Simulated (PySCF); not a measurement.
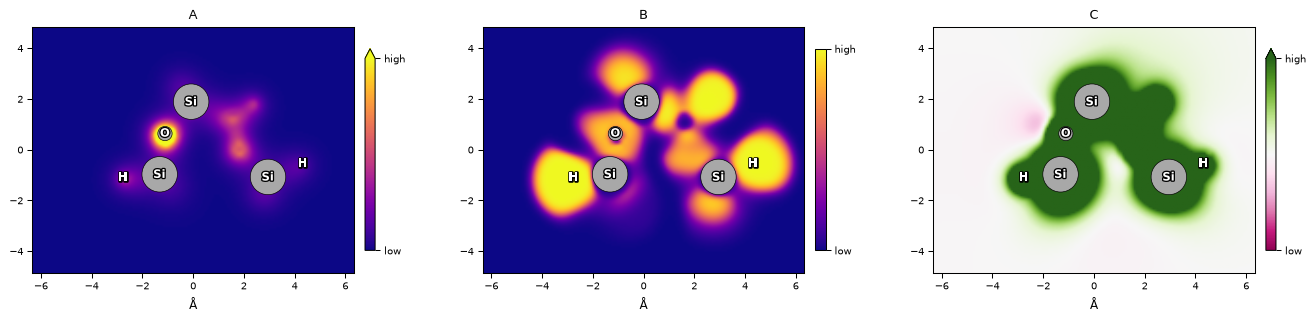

CH₈ClO₂Si₃ (doublet): 3 fields on the plane of atoms O5, Si6 and H14, with unlabelled colour scales. Grey discs cover the atomic cores.

Geometry: GFN2-xTB.

Computed with UKS B3LYP, pcH-1 on C Cl H O Si, non-relativistic, mean-field spin-orbit, GIAO in PySCF 2.14.0, density-fitted response routines.

Question: The panels show electron density, electron localisation function and electrostatic potential in some order. Assign them.

Answer: Panel A: electron density. Panel B: electron localisation function. Panel C: electrostatic potential (strongly positive close to the atoms, with negative regions outside electron-rich atoms). From the grid: Si–O (1.63 Å): ρ at the midpoint is about 0.84 e/Å³; the ELF peaks at about 0.85 between the atoms: a polar covalent bond.
